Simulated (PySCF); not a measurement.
# Al$_{2}$H$_{5}$NO$_{4}$: what the fields show

```yaml
atoms:
  - { symbol: Al, position_ang: [0.3298, 0.8559, 0.8065] }
  - { symbol: O, position_ang: [-0.8566, 1.8523, 1.5526] }
  - { symbol: O, position_ang: [1.8030, 0.8266, 1.6927] }
  - { symbol: N, position_ang: [0.3269, 0.6264, -1.0481] }
  - { symbol: Al, position_ang: [-0.3384, -0.9780, -1.0329] }
  - { symbol: O, position_ang: [-0.3931, -0.9782, 0.7368] }
  - { symbol: O, position_ang: [-0.8782, -2.3317, -1.8771] }
  - { symbol: H, position_ang: [-1.5021, 2.3367, 1.0391] }
  - { symbol: H, position_ang: [2.6099, 0.4783, 1.3145] }
  - { symbol: H, position_ang: [0.6325, 1.2651, -1.7674] }
  - { symbol: H, position_ang: [-0.7146, -1.5289, 1.4514] }
  - { symbol: H, position_ang: [-0.9036, -2.5073, -2.8171] }
```

Geometry: PBE0-D3(BJ)/def2-SVP.

Level of theory: PySCF, PBE0/pcSseg-1 Al:pcSseg-2, SCF density, gas phase, non-relativistic.

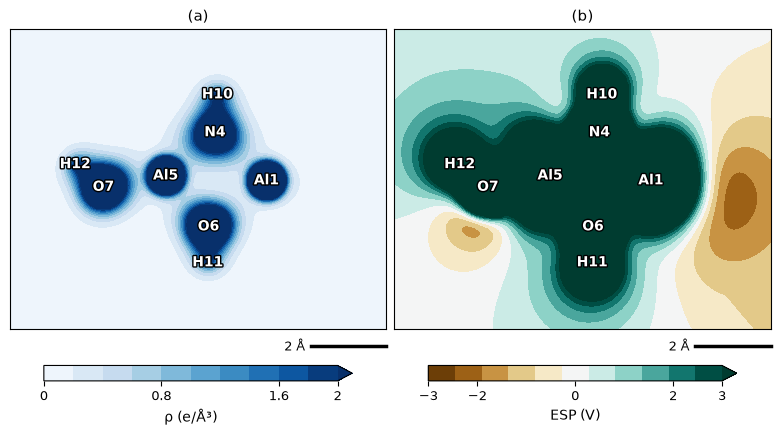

Figure 1. (a) total electron density; (b) molecular electrostatic potential on the plane of atoms N4, Al5 and O7.

Question: What does the map show?

Answer: The section cuts through Al, N, O and H sites. Al–O (1.68 Å): the density is about 0.94 e/Å³ at the midpoint. Al–N (1.74 Å): the density is about 0.92 e/Å³ at the midpoint. O–H (0.96 Å): ρ at the midpoint is about 3.7 e/Å³. Al–O (1.77 Å): ρ at the midpoint is about 0.75 e/Å³. Al–N (1.87 Å): ρ is about 0.73 e/Å³ halfway. Outside the dense part of the molecule the potential is most negative (−2.2 V) near O3, which lies off the plane.

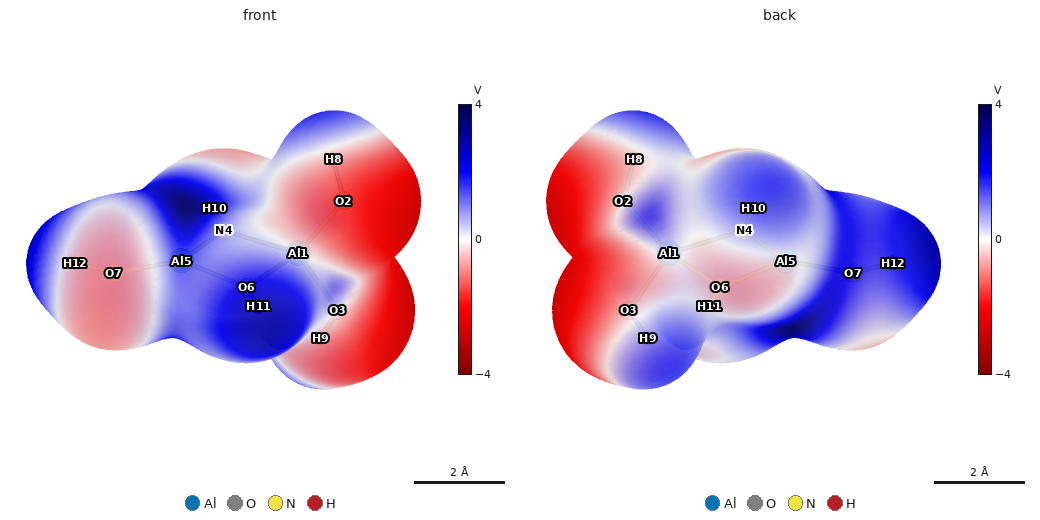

Figure 2. The molecular electrostatic potential painted on the density surface at 0.002 e/bohr³, seen from the front and from behind; the colour scale runs from red (negative) to blue (positive).

Question: Describe the electrostatic potential map.

Answer: The most negative region (about −2.6 V) lies over O2 and O3, the most positive (about +3.5 V) over Al5.

Question: What dipole moment does the calculation give?

Answer: Its dipole moment is 6.16 D.
